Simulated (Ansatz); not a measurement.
**BCl+ (doublet): the correlation ladder, cc-pVDZ**

How much of the correlation energy of BCl+ (doublet) does each wave-function method recover here?

Program: Ansatz 0.2.0, Gaussian basis. Level of theory: cc-pVDZ, core rule «outside noble gas», up to 6 orbitals frozen. These are calculated values, not measurements.

The runs, in order: UHF; CCSD(T) on ROHF; CCSD(T) on UHF; BCCD(T) on ROHF; CISD as a restricted active space (open shells left free, so some higher excitations enter); CCSDT(Q) on ROHF; CCSDT(Q) on UHF; CASSCF and MRCISD+Q, 9 electrons in 8 orbitals; CASSCF and NEVPT2, 9 electrons in 8 orbitals.

7 further runs of the same task are left out: 1 that didn't finish, 6 set aside as unsound or not needed. Runs told in other sessions of the task aren't counted.

**1. The geometry**

The geometry is a PBE0/def2-TZVP stationary point (not a proven minimum).

2 atoms, charge 1, spin multiplicity 2.

Atoms are counted from 1 here; the program's logs count them from 0.

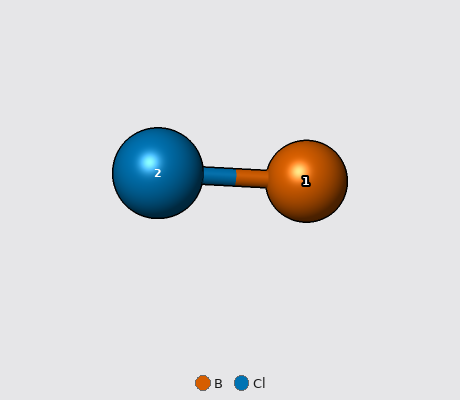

The geometry (boron orange, chlorine blue); atoms are numbered from 1 in the order of the file.

In the tables R marks a restricted open-shell determinant and U an unrestricted one; 'valence' is the active space of 9 electrons in 8 orbitals; energies count from the table's Hartree-Fock row.

**2. UHF**

in.yaml reads:

```yaml
crystal:
  periodic: [false, false, false]
  atoms:
    - {symbol: B, position_ang: [0.000000, 0.000000, 0.000000]}
    - {symbol: Cl, position_ang: [0.000000, 0.000000, 1.596400]}
basis:
  gaussian: {orbitals: cc-pVDZ}
total_charge: 1
magnetization: {spin_polarized: true, initial_magnetization: 1}
hamiltonian: {xc: hf}
output: {orbitals: {seedname: orbitals}}
```

Run with:

```
> ansatz run in.yaml --threads 1 --pin off --events-out ev --progress --plain --max-ram 2393MiB
```

Standard output:

```text
Functional definition: HF
  name "HF"
  cite "Fock, Z. Phys. 61, 126 (1930) doi:10.1007/BF01340294"
  parent pbe
  exchange = exact_x
  correlation = 0
327 factors; integrals over basis functions are off by at most 1.1e-3 eV
mean field evaluation 1: about -13162.6144 eV, gradient 1.7e1 eV
mean field evaluation 2: about -13162.6633 eV, gradient 1.7e1 eV
mean field evaluation 4: about -13165.0570 eV, gradient 2.3e0 eV
mean field evaluation 8: about -13165.1789 eV, gradient 3.7e-1 eV
mean field evaluation 16: about -13165.1836 eV, gradient 2.4e-5 eV
mean field -13165.18359483 eV, -483.8115734281 hartree, gradient 2.4e-5 eV, S^2 0.760671; 0 other end points of the search recorded, 0 dependent functions left out
reference -13165.18359483 eV, -483.8115734281 hartree; 11, 10 occupied and 21, 22 virtual orbitals, 327 factors
Total energy: -13165.18359483 eV, -483.8115734281 hartree
```

Run time: 0.15 s. Hardware: 1 thread of Arm Neoverse V2, shared host.

From the report: ⟨S²⟩ of the determinant 0.761 (pure doublet: 0.75).

**3. CCSD(T) on ROHF**

in.yaml reads:

```yaml
crystal:
  periodic: [false, false, false]
  atoms:
    - {symbol: B, position_ang: [0.000000, 0.000000, 0.000000]}
    - {symbol: Cl, position_ang: [0.000000, 0.000000, 1.596400]}
basis:
  gaussian: {orbitals: cc-pVDZ}
total_charge: 1
magnetization: {spin_polarized: false, initial_magnetization: 1}
correlation: {method: ccsd_t, electrons: outside_noble_gas}
output: {forces: true}
```

Same command.

Standard output (excerpt; [...] marks lines left out):

```text
Functional definition: HF
  name "HF"
  cite "Fock, Z. Phys. 61, 126 (1930) doi:10.1007/BF01340294"
  parent pbe
[...]
327 factors; integrals over basis functions are off by at most 1.1e-3 eV
[...]
mean field -13165.14746691 eV, -483.8102457517 hartree, gradient 8.3e-7 eV, S^2 0.750000; 0 other end points of the search recorded, 0 dependent functions left out
6 core orbitals not correlated: weight in the atoms' cores, before any rotation towards them, 1.000 or more for the frozen orbitals, at most 0.000 for the correlated occupied ones
reference -13165.14746691 eV, -483.8102457517 hartree; 5, 4 occupied and 21, 22 virtual orbitals, 327 factors
second order -4.70390170 eV of doubles, -0.01633465 eV of singles
cycle   1  -4.98702745 eV  change   -2.7e-1 eV  update   7.3e-2
[...]
cycle  12  -5.20189034 eV  change    1.3e-6 eV  update   1.4e-6
perturbative correction -0.19901593 eV, -0.0073137004 hartree
[...]
Total energy: -13170.54837318 eV, -484.0087253962 hartree
Atom 0 at     0.000000     0.000000     0.000000 Å, force     0.000000     0.000000    -1.118664 eV/Å
Atom 1 at     0.000000     0.000000     1.596400 Å, force    -0.000000    -0.000000     1.118664 eV/Å
Dipole moment:     0.000000     0.000000    -0.566919 e Å
```

Wall time 0.87 s (1 thread of Arm Neoverse V2, shared host).

From the report: correlation -5.4009 eV; T1 0.027; largest double amplitude 0.05.

**4. CCSD(T) on UHF**

Changes to in.yaml since step 3:

```diff
@@ -8,3 +8,3 @@
 total_charge: 1
-magnetization: {spin_polarized: false, initial_magnetization: 1}
+magnetization: {spin_polarized: true, initial_magnetization: 1}
 correlation: {method: ccsd_t, electrons: outside_noble_gas}
```

The command is unchanged.

Standard output (excerpt; [...] marks lines left out):

```text
Functional definition: HF
  name "HF"
  cite "Fock, Z. Phys. 61, 126 (1930) doi:10.1007/BF01340294"
  parent pbe
[...]
327 factors; integrals over basis functions are off by at most 1.1e-3 eV
[...]
mean field -13165.18359483 eV, -483.8115734281 hartree, gradient 5.6e-6 eV, S^2 0.760671; 0 other end points of the search recorded, 0 dependent functions left out
6 core orbitals not correlated: weight in the atoms' cores, before any rotation towards them, 1.000 or more for the frozen orbitals, at most 0.000 for the correlated occupied ones
reference -13165.18359483 eV, -483.8115734281 hartree; 5, 4 occupied and 21, 22 virtual orbitals, 327 factors
second order -4.70226149 eV of doubles, -0.00000000 eV of singles
cycle   1  -4.96149725 eV  change   -2.6e-1 eV  update   7.0e-2
[...]
cycle  12  -5.16580241 eV  change    1.3e-6 eV  update   1.7e-6
perturbative correction -0.19865408 eV, -0.0073004029 hartree
[...]
Total energy: -13170.54805133 eV, -484.0087135682 hartree
Atom 0 at     0.000000     0.000000     0.000000 Å, force     0.000000     0.000000    -1.118608 eV/Å
Atom 1 at     0.000000     0.000000     1.596400 Å, force     0.000000     0.000000     1.118608 eV/Å
Dipole moment:     0.000000    -0.000000    -0.567371 e Å
```

Run time: 0.87 s. Hardware: 1 thread of Arm Neoverse V2, shared host.

From the report: ⟨S²⟩ of the determinant 0.761 (pure doublet: 0.75); correlation -5.3645 eV; T1 0.023; largest double amplitude 0.05.

**5. BCCD(T) on ROHF**

in.yaml reads:

```yaml
crystal:
  periodic: [false, false, false]
  atoms:
    - {symbol: B, position_ang: [0.000000, 0.000000, 0.000000]}
    - {symbol: Cl, position_ang: [0.000000, 0.000000, 1.596400]}
basis:
  gaussian: {orbitals: cc-pVDZ}
total_charge: 1
magnetization: {spin_polarized: false, initial_magnetization: 1}
correlation: {method: bccd_t, electrons: outside_noble_gas}
```

The command is unchanged.

Standard output (excerpt; [...] marks lines left out):

```text
Functional definition: HF
  name "HF"
  cite "Fock, Z. Phys. 61, 126 (1930) doi:10.1007/BF01340294"
  parent pbe
[...]
327 factors; integrals over basis functions are off by at most 1.1e-3 eV
[...]
mean field -13165.14746691 eV, -483.8102457517 hartree, gradient 8.3e-7 eV, S^2 0.750000; 0 other end points of the search recorded, 0 dependent functions left out
6 core orbitals not correlated: weight in the atoms' cores, before any rotation towards them, 1.000 or more for the frozen orbitals, at most 0.000 for the correlated occupied ones
reference -13165.14746691 eV, -483.8102457517 hartree; 5, 4 occupied and 21, 22 virtual orbitals, 327 factors
second order -4.70390170 eV of doubles, -0.01633465 eV of singles
cycle   1  -5.00268667 eV  change   -2.8e-1 eV  update   7.2e-2
[...]
cycle  11  -5.17955014 eV  change   -1.4e-6 eV  update   7.0e-6
perturbative correction -0.22090588 eV, -0.0081181412 hartree
Total energy: -13170.54792293 eV, -484.0087088497 hartree
```

It took 0.54 s on 1 thread of Arm Neoverse V2, shared host.

From the report: correlation -5.4005 eV; largest double amplitude 0.05.

**6. CISD as a restricted active space (open shells left free, so some higher excitations enter)**

Changes to in.yaml since step 5:

```diff
@@ -9,2 +9,2 @@
 magnetization: {spin_polarized: false, initial_magnetization: 1}
-correlation: {method: bccd_t, electrons: outside_noble_gas}
+correlation: {active_space: {ras: {orbitals: [4, 1, 21], electrons: 9, max_holes: 2, max_particles: 2}, fixed_orbitals: true}}
```

The command is unchanged.

Standard output:

```text
Functional definition: HF
  name "HF"
  cite "Fock, Z. Phys. 61, 126 (1930) doi:10.1007/BF01340294"
  parent pbe
  exchange = exact_x
  correlation = 0
327 factors; integrals over basis functions are off by at most 1.1e-3 eV
mean field evaluation 1: about -13162.6770 eV, gradient 2.2e1 eV
mean field evaluation 2: about -13162.7257 eV, gradient 2.2e1 eV
mean field evaluation 4: about -13165.0860 eV, gradient 1.9e0 eV
mean field evaluation 8: about -13165.1474 eV, gradient 9.1e-2 eV
mean field -13165.14746691 eV, -483.8102457517 hartree, gradient 8.3e-7 eV, S^2 0.750000; 0 other end points of the search recorded, 0 dependent functions left out
reference -13165.14746691 eV, -483.8102457517 hartree; 11, 10 occupied and 21, 22 virtual orbitals, 327 factors
state -13170.07993905 eV, -483.9915107593 hartree
Total energy: -13170.07993905 eV, -483.9915107593 hartree
```

Wall time 0.63 s (1 thread of Arm Neoverse V2, shared host).

From the report: 4,970 determinants.

**7. CCSDT(Q) on ROHF**

Changes to in.yaml since step 6:

```diff
@@ -9,2 +9,2 @@
 magnetization: {spin_polarized: false, initial_magnetization: 1}
-correlation: {active_space: {ras: {orbitals: [4, 1, 21], electrons: 9, max_holes: 2, max_particles: 2}, fixed_orbitals: true}}
+correlation: {method: ccsdt_q, electrons: outside_noble_gas}
```

Same command.

Standard output (excerpt; [...] marks lines left out):

```text
Functional definition: HF
  name "HF"
  cite "Fock, Z. Phys. 61, 126 (1930) doi:10.1007/BF01340294"
  parent pbe
[...]
585 factors; integrals over basis functions are off by at most 2.2e-7 eV
[...]
mean field -13165.14749649 eV, -483.8102468384 hartree, gradient 2.2e-6 eV, S^2 0.750000; 0 other end points of the search recorded, 0 dependent functions left out
6 core orbitals not correlated: weight in the atoms' cores, before any rotation towards them, 1.000 or more for the frozen orbitals, at most 0.000 for the correlated occupied ones
reference -13165.14749649 eV, -483.8102468384 hartree; 5, 4 occupied and 21, 22 virtual orbitals, 585 factors
second order -4.70390908 eV of doubles, -0.01633477 eV of singles
cycle   1  -4.98703029 eV  change   -2.7e-1 eV  update   8.4e-2
[...]
cycle  17  -5.42573670 eV  change   -5.6e-7 eV  update   3.9e-7
perturbative correction -0.00840607 eV, -0.0003089174 hartree
Total energy: -13170.58163926 eV, -484.0099479018 hartree
```

It took 4.6 s on 1 thread of Arm Neoverse V2, shared host.

From the report: correlation -5.4341 eV; T1 0.028; largest double amplitude 0.06.

**8. CCSDT(Q) on UHF**

Changes to in.yaml since step 7:

```diff
@@ -8,3 +8,3 @@
 total_charge: 1
-magnetization: {spin_polarized: false, initial_magnetization: 1}
+magnetization: {spin_polarized: true, initial_magnetization: 1}
 correlation: {method: ccsdt_q, electrons: outside_noble_gas}
```

The command is unchanged.

Standard output (excerpt; [...] marks lines left out):

```text
Functional definition: HF
  name "HF"
  cite "Fock, Z. Phys. 61, 126 (1930) doi:10.1007/BF01340294"
  parent pbe
[...]
585 factors; integrals over basis functions are off by at most 2.2e-7 eV
[...]
mean field -13165.18362483 eV, -483.8115745307 hartree, gradient 2.1e-6 eV, S^2 0.760671; 0 other end points of the search recorded, 0 dependent functions left out
6 core orbitals not correlated: weight in the atoms' cores, before any rotation towards them, 1.000 or more for the frozen orbitals, at most 0.000 for the correlated occupied ones
reference -13165.18362483 eV, -483.8115745307 hartree; 5, 4 occupied and 21, 22 virtual orbitals, 585 factors
second order -4.70226844 eV of doubles, -0.00000000 eV of singles
cycle   1  -4.96149977 eV  change   -2.6e-1 eV  update   8.2e-2
[...]
cycle  17  -5.38935360 eV  change   -6.7e-7 eV  update   3.3e-7
perturbative correction -0.01332843 eV, -0.0004898108 hartree
Total energy: -13170.58630687 eV, -484.0101194334 hartree
```

Run time: 4.1 s. Hardware: 1 thread of Arm Neoverse V2, shared host.

From the report: ⟨S²⟩ of the determinant 0.761 (pure doublet: 0.75); correlation -5.4027 eV; T1 0.023; largest double amplitude 0.06.

**9. CASSCF and MRCISD+Q, 9 electrons in 8 orbitals**

in.yaml reads:

```yaml
crystal:
  periodic: [false, false, false]
  atoms:
    - {symbol: B, position_ang: [0.000000, 0.000000, 0.000000]}
    - {symbol: Cl, position_ang: [0.000000, 0.000000, 1.596400]}
basis:
  gaussian: {orbitals: cc-pVDZ}
total_charge: 1
magnetization: {spin_polarized: false, initial_magnetization: 1}
correlation: {method: fic_mrcisd_q, electrons: outside_noble_gas, active_space: {window: {electrons: 9, orbitals: 8}, shells: [{species: B, l: s, shell: 2}, {species: B, l: p, shell: 2}, {species: Cl, l: s, shell: 3}, {species: Cl, l: p, shell: 3}]}}
```

The command is unchanged.

Standard output (excerpt; [...] marks lines left out):

```text
Functional definition: HF
  name "HF"
  cite "Fock, Z. Phys. 61, 126 (1930) doi:10.1007/BF01340294"
  parent pbe
[...]
585 factors; integrals over basis functions are off by at most 2.2e-7 eV
[...]
mean field -13165.14749649 eV, -483.8102468384 hartree, gradient 2.2e-6 eV, S^2 0.750000; 0 other end points of the search recorded, 0 dependent functions left out
reference -13165.14749649 eV, -483.8102468384 hartree; 11, 10 occupied and 21, 22 virtual orbitals, 585 factors
state -13167.05969666 eV, -483.8805188987 hartree
contracted CI cycle   1: correlation 0.00000000 eV, 0.0000000000 hartree, residual 1.54e1 eV
contracted CI cycle   2: correlation -3.19780212 eV, -0.1175170604 hartree, residual 2.91e0 eV
contracted CI cycle   3: correlation -3.31604628 eV, -0.1218624532 hartree, residual 6.24e-1 eV
contracted CI cycle   4: correlation -3.32219195 eV, -0.1220883022 hartree, residual 1.47e-1 eV
contracted CI cycle   5: correlation -3.32249307 eV, -0.1220993681 hartree, residual 3.09e-2 eV
contracted CI cycle   6: correlation -3.32250639 eV, -0.1220998579 hartree, residual 7.24e-3 eV
contracted CI cycle   7: correlation -3.32250712 eV, -0.1220998846 hartree, residual 1.86e-3 eV
contracted CI cycle   8: correlation -3.32250717 eV, -0.1220998864 hartree, residual 4.84e-4 eV
state -13167.05969666 eV, -483.8805188987 hartree; corrected -13170.55251730 eV, -484.0088776896 hartree
Total energy: -13170.55251730 eV, -484.0088776896 hartree
Checks for a lower state left out: starts, orbital_swaps
```

It took 2.8 s on 1 thread of Arm Neoverse V2, shared host.

From the report: 1,000 determinants; active occupations 2.00, 1.97, 1.97, 1.97, 1.00, 0.03, 0.03, 0.02.

**10. CASSCF and NEVPT2, 9 electrons in 8 orbitals**

in.yaml reads:

```yaml
crystal:
  periodic: [false, false, false]
  atoms:
    - {symbol: B, position_ang: [0.000000, 0.000000, 0.000000]}
    - {symbol: Cl, position_ang: [0.000000, 0.000000, 1.596400]}
basis:
  gaussian: {orbitals: cc-pVDZ}
total_charge: 1
magnetization: {spin_polarized: false, initial_magnetization: 1}
correlation: {method: sc_nevpt2, electrons: outside_noble_gas, active_space: {window: {electrons: 9, orbitals: 8}, shells: [{species: B, l: s, shell: 2}, {species: B, l: p, shell: 2}, {species: Cl, l: s, shell: 3}, {species: Cl, l: p, shell: 3}]}}
```

Same command.

Standard output:

```text
Functional definition: HF
  name "HF"
  cite "Fock, Z. Phys. 61, 126 (1930) doi:10.1007/BF01340294"
  parent pbe
  exchange = exact_x
  correlation = 0
585 factors; integrals over basis functions are off by at most 2.2e-7 eV
mean field evaluation 1: about -13162.6839 eV, gradient 2.2e1 eV
mean field evaluation 2: about -13162.7245 eV, gradient 2.2e1 eV
mean field evaluation 4: about -13165.0888 eV, gradient 1.9e0 eV
mean field evaluation 8: about -13165.1475 eV, gradient 8.8e-2 eV
mean field -13165.14749649 eV, -483.8102468384 hartree, gradient 2.2e-6 eV, S^2 0.750000; 0 other end points of the search recorded, 0 dependent functions left out
reference -13165.14749649 eV, -483.8102468384 hartree; 11, 10 occupied and 21, 22 virtual orbitals, 585 factors
state -13167.05969666 eV, -483.8805188987 hartree
state -13167.05969666 eV, -483.8805188987 hartree; corrected -13169.83627675 eV, -483.9825563348 hartree
Total energy: -13169.83627675 eV, -483.9825563348 hartree
Checks for a lower state left out: starts, orbital_swaps
```

It took 2.1 s on 1 thread of Arm Neoverse V2, shared host.

From the report: 1,000 determinants; active occupations 2.00, 1.97, 1.97, 1.97, 1.00, 0.03, 0.03, 0.02.

**11. Natural occupations**

Natural occupations of the CASSCF valence state about the gap (report; correlated orbitals 1 to 8): 1.998, 1.972, 1.972, 1.969, 1.001, 0.032, 0.032, 0.024. The count of effectively unpaired electrons, Σ n²(2 − n)², is 1.02; a single determinant of this spin has 1.

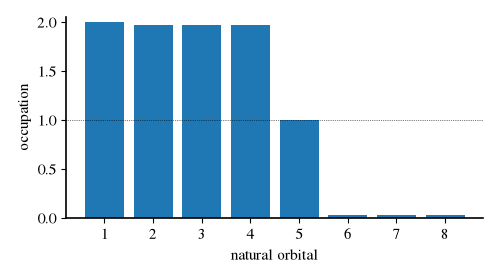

Natural occupations of the CASSCF valence state.

**12. All levels against the top one**

The yardstick is UCCSDT(Q), where the cluster series has nearly closed. Rows without a time are mean-field rows or come out of runs for another level: lower rungs of the coupled-cluster runs, CASSCF and MRCISD of the multireference runs, or the Hartree-Fock search. The times of RCCSD(T), UCCSD(T) include forces.

Differences are taken before rounding.

```tsv
method	energy from the lowest ROHF (meV)	from UCCSDT(Q) (meV)	time
ROHF	0.0	+5438.8	
UHF	-36.1	+5402.7	
RMP2	-4720.2	+718.6	
UMP2	-4738.4	+700.5	
CISD	-4932.5	+506.4	0.63 s
RCCSD	-5201.9	+236.9	
UCCSD	-5201.9	+236.9	
RCCSD(T)	-5400.9	+37.9	0.87 s
UCCSD(T)	-5400.6	+38.3	0.87 s
BCCD(T)	-5400.5	+38.4	0.54 s
RCCSDT	-5425.8	+13.1	
UCCSDT	-5425.5	+13.3	
RCCSDT(Q)	-5434.2	+4.7	4.6 s
UCCSDT(Q)	-5438.8	0	4.1 s
CASSCF valence	-1912.2	+3526.6	
NEVPT2 valence	-4688.8	+750.0	2.1 s
MRCISD valence	-5234.7	+204.1	
MRCISD+Q valence	-5405.1	+33.8	2.8 s
```

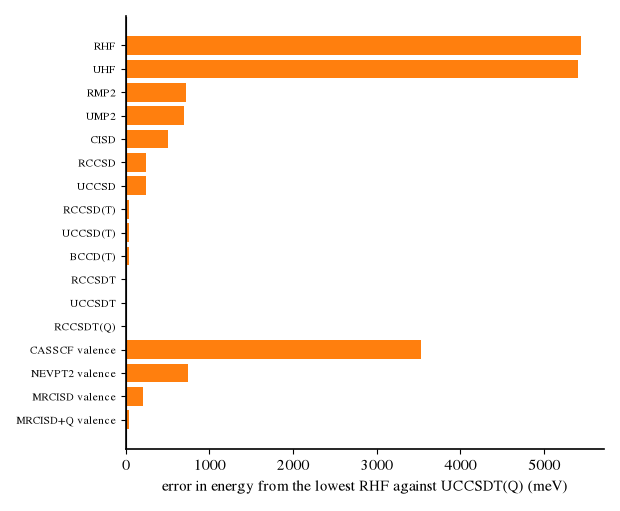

Error of each method against UCCSDT(Q).

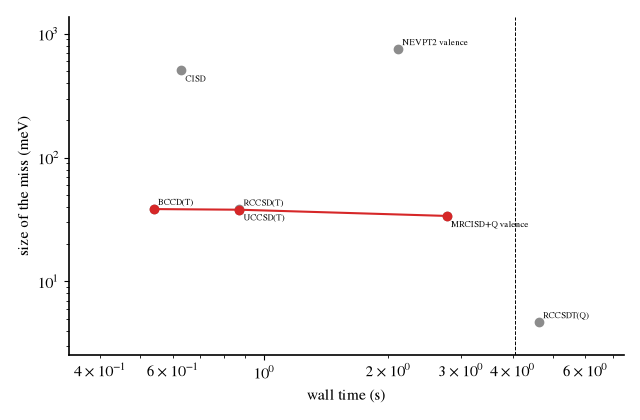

Miss against cost. Red marks the levels that no quicker level drawn beats (of those quicker than the yardstick), and the dashed line is the time of UCCSDT(Q). Times are from a shared host. Runs this short are mostly start-up, so their order is noise.

**13. Results**

| quantity | value |
| --- | --- |
| UCCSDT(Q) from the ROHF energy | -5.4388 eV |
| RMP2 from UCCSDT(Q) | +718.6 meV |
| UMP2 from UCCSDT(Q) | +700.5 meV |
| RCCSD from UCCSDT(Q) | +236.9 meV |
| RCCSD(T) from UCCSDT(Q) | +37.9 meV |
| UCCSD(T) from UCCSDT(Q) | +38.3 meV |
| RCCSDT(Q) from UCCSDT(Q) | +4.7 meV |
| NEVPT2 valence from UCCSDT(Q) | +750.0 meV |
| MRCISD+Q valence from UCCSDT(Q) | +33.8 meV |
| levels within 1 kcal/mol (43 meV) | RCCSD(T), UCCSD(T), BCCD(T), RCCSDT, UCCSDT, RCCSDT(Q), MRCISD+Q valence |
| T1 diagnostic | 0.027 |
| effectively unpaired electrons | 1.02 |

RCCSD(T) lands +37.9 meV from the yardstick (0.7 % of the correlation energy). One determinant dominates. Of the multireference levels listed MRCISD+Q valence comes nearest in total energy (+33.8 meV), which doesn't show that its space is the better one. These misses are within one basis, not against nature; the frozen cores of restricted and unrestricted runs differ, which can shift their rows.

With open shells the CI space here admits some higher excitations, so it is larger than plain CISD.
